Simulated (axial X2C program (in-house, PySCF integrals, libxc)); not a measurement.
# Relativistic diatomic calculation for NbAl

System: NbAl, single determinant with Ω = 3. The distance is the PBE0 minimum at charge 0.
Method: expectation values, HF and Kohn-Sham, two-component X2C with atomic mean-field Coulomb and Gaunt terms, Nb dyall-cv3z, Al dyall-v3z (cores contracted) (axial X2C program (in-house, PySCF integrals, libxc)).

### Input
```
{"zs": [41, 13], "q": 0, "bas": ["dyall-cv3z", "dyall-v3z"], "r0": 2.73, "levels": ["PBE0", "HF", "PBE50", "B3LYP", "r2SCAN"], "nst": 3}
```

The line is the task of a batch: nuclear charges, charge, bases, the levels to run, a first guess of the distance and further settings. This report covers the levels named above. The log is that of the reference distance, started from orbitals converged before.

Launched within a batch (the task file carries these settings):
```bash
python <driver script> task.json out
```

### Log
```
two-component X2C + atomic mean field  PBE0
basis functions 203  fitting functions 1010  grid points 5081
iter        total energy     max residual
   1      -4060.327303518     6.30e-05
   2      -4060.327303554     3.55e-05
   3      -4060.327303571     2.14e-05
   4      -4060.327303576     1.35e-05
   5      -4060.327303577     4.54e-06
converged
one-electron -5825.24293498  Coulomb 1794.99154893  exact exchange -33.98136167  xc functional -104.19888750  nuclear repulsion 109.87590706  atomic mean-field constant -1.77157541
```

### Expectation values by level of theory

| quantity | PBE0 | HF | PBE50 | B3LYP | r2SCAN |
| --- | --- | --- | --- | --- | --- |
| effective field for an electron dipole moment (GV/cm) | 0.157 | 1.32 | 0.694 | −0.226 | 0.0422 |
| field gradient at the first nucleus (a.u.) | 0.819 | 0.628 | 0.736 | 0.837 | 0.790 |
| field gradient at the second nucleus (a.u.) | −0.438 | −0.617 | −0.513 | −0.418 | −0.414 |
| A∥/gI, first nucleus (MHz) | 474 | 306 | 429 | 521 | 513 |
| A∥/gI, second nucleus (MHz) | −8.77 | −31.1 | −13.7 | 5.25 | −7.81 |

Each column comes from one determinant with 2 or more unpaired spinors, which can mix states, in a basis with contracted cores. The levels disagree widely: the effective field runs from −0.226 to 1.32 GV/cm and A∥/gI at the second nucleus runs from −31.1 to 5.25 MHz. They may not all have settled in the same state, and these values aren't reliable properties of the molecule.

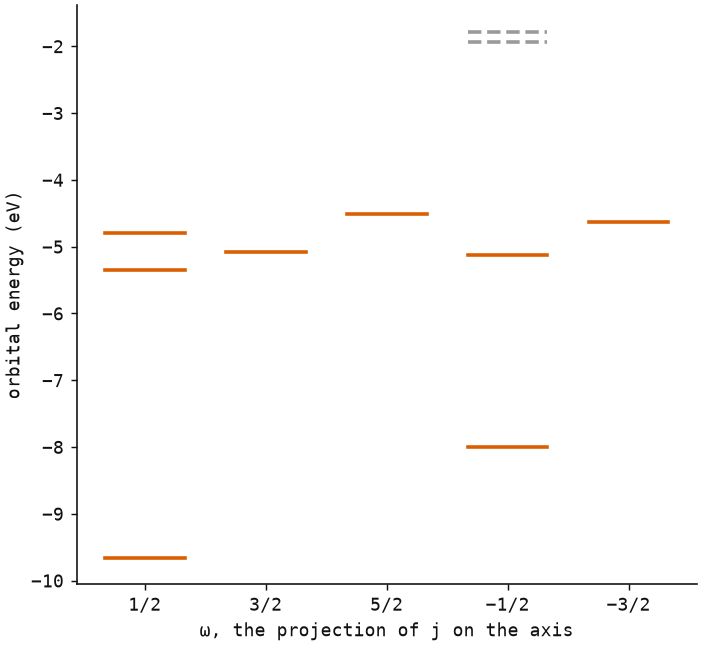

**Figure 1.** Orbital energies (PBE0) near the frontier at 2.57 Å, filled (solid) and empty (dashed). The highest filled spinor (5/2; 99 % Nb d) lies at −4.51 eV, the lowest empty one (−1/2; 58 % Al p, 24 % Nb s) at −1.93 eV.

### Results in brief

- outcome: converged; the levels of theory disagree widely
- hardware: 1 thread of Arm Neoverse V2, 24 GiB of memory available, shared host
- wall time: 4.1 s
- peak memory: 0.35 GiB
